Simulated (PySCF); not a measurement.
**CISD/STO-3G run of S2O (Disulfur monoxide)**

What is the energy change on altering one bond length of S2O (Disulfur monoxide) at CISD/STO-3G? Input form: a Python script.

The calculation is run with PySCF 2.14.0.

17 further runs of the same task are left out: 8 that didn't finish, 9 set aside as unsound or not needed.

### 1 The system as given

S2O has 3 atoms, charge 0, and is taken as a singlet. SMILES: `O=S=S`. The shape is that of a GFN2-xTB optimisation.

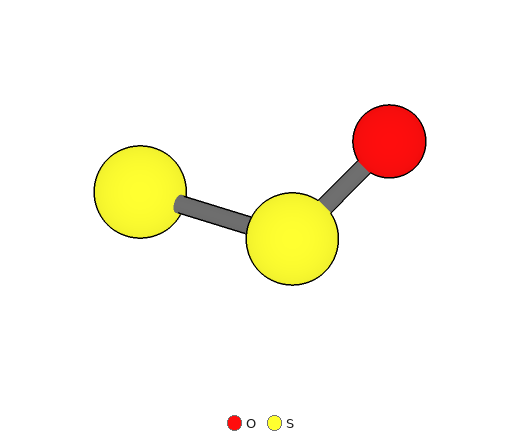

Viewed from a chosen angle; oxygen red, sulfur yellow.

### 2 The energy at CISD/STO-3G

The input, calc.py:

```python
from pyscf import gto, ci

mol = gto.M(
    atom='''
O      0.815171     2.259205     0.912964
S      1.057245    -0.397712     0.301033
S     -1.872397    -1.861494    -1.213998
''',
    charge=0,
    max_memory=1860,
    unit='bohr',
    basis='sto-3g',
    spin=0,
    verbose=3,
)

hf = mol.RHF()
hf.conv_tol = 1e-10
hf.kernel()
if not hf.converged:
    hf = hf.newton().run(hf.mo_coeff, hf.mo_occ)

cisd = ci.CISD(hf, frozen=11)
cisd.kernel()
energy = cisd.e_tot
print('E(%s) = %.9f' % ('CISD', energy))
```

Launch:

```bash
$ OMP_NUM_THREADS=1 python calc.py
```

Output:

```text
converged SCF energy = -860.00581467181
E(RCISD) = -860.1644861146885  E_corr = -0.1586714428783661
E(CISD) = -860.164486115
```

Run time: 0.58 s. Hardware: 1 thread of Arm Neoverse V2, shared host; peak memory 0.12 GiB.

### 3 The distorted shape at the same level

The input, job.py:

```python
from pyscf import gto, ci

mol = gto.M(
    atom='O 1.206479 1.582800 0.883959; S 1.334579 0.176820 0.560139; S -0.990830 -0.985060 -0.642420',
    max_memory=1860,
    basis='sto-3g',
    verbose=3,
    charge=0,
)

mf = mol.RHF()
mf.conv_tol = 1e-10
mf.kernel()
if not mf.converged:
    mf = mf.newton().run(mf.mo_coeff, mf.mo_occ)

cisd = ci.CISD(mf, frozen=11)
cisd.kernel()
energy = cisd.e_tot
print('Final energy', energy)
```

Launch:

```bash
$ OMP_NUM_THREADS=1 python job.py
```

Output:

```text
converged SCF energy = -859.928990141811
E(RCISD) = -860.081895848431  E_corr = -0.1529057066202724
Final energy -860.081895848431
```

Wall time 0.6 s (1 thread of Arm Neoverse V2, shared host); peak memory 0.12 GiB.

### 4 Outcome

Level: CISD/STO-3G, 11 core orbitals frozen.

```
                                                         quantity          value
                                        first shape: total energy  -860.16449 Eh
                first shape: dipole moment (Hartree–Fock density)         1.57 D
                 first shape: HOMO energy (Hartree–Fock orbitals)       -5.91 eV
                 first shape: LUMO energy (Hartree–Fock orbitals)        3.42 eV
               first shape: HOMO–LUMO gap (Hartree–Fock orbitals)        9.33 eV
        first shape: correlation energy (11 core orbitals frozen)     -158.7 mEh
                                    distorted shape: total energy  -860.08190 Eh
            distorted shape: dipole moment (Hartree–Fock density)         1.20 D
             distorted shape: HOMO energy (Hartree–Fock orbitals)       -5.77 eV
             distorted shape: LUMO energy (Hartree–Fock orbitals)        4.06 eV
           distorted shape: HOMO–LUMO gap (Hartree–Fock orbitals)        9.83 eV
    distorted shape: correlation energy (11 core orbitals frozen)     -152.9 mEh
energy change with the S2–S3 bond stretched from 1.909 to 2.864 Å       2.247 eV
```

With the S2–S3 bond stretched from 1.909 to 2.864 Å the energy rises by 2.25 eV (52 kcal/mol). The first shape isn't relaxed at this level, so the change isn't measured from a minimum. A restricted reference can't describe the breaking bond well at this length. The minimal basis adds a large error of its own.
